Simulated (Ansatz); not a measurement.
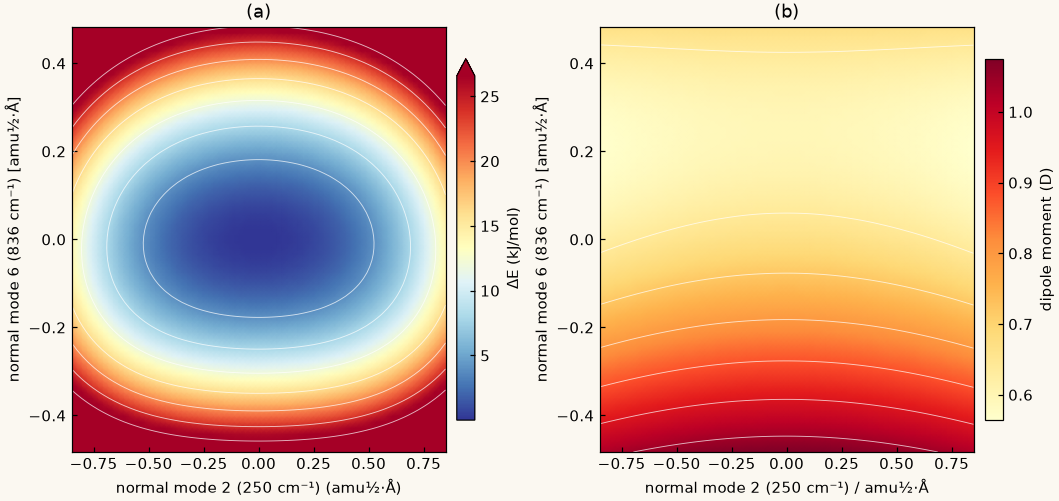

F2H2NSi, SMILES [NH][SiH](F)F, spin multiplicity 2. The first coordinate is: normal mode 2 (250 cm⁻¹); the second: normal mode 6 (836 cm⁻¹). Nothing is relaxed (straight displacements along the two mass-weighted modes). Grid: 15 × 15 points. Points are written as (first, second). Energies are in kJ/mol, from the lowest grid point. Theory: UHF-MP2, frozen core/def2-SVP (Ansatz 0.2.0).

Panel (a) is the energy and panel (b) the computed dipole moment on the same grid.

In the figure: a smooth colour map with a few white contour lines, one colour for all values above the top of the scale. Between grid points the surface is interpolated.

How does the dipole moment vary over the map, and what is it at the lowest grid point?

Answer. Leaving out the highest fifth of the energies, it runs from 0.56 D at (0.849 amu½·Å, 0.207 amu½·Å) to 1.01 D at (0.000 amu½·Å, −0.414 amu½·Å). At the lowest grid point, (0.000 amu½·Å, 0.000 amu½·Å), it is 0.67 D.
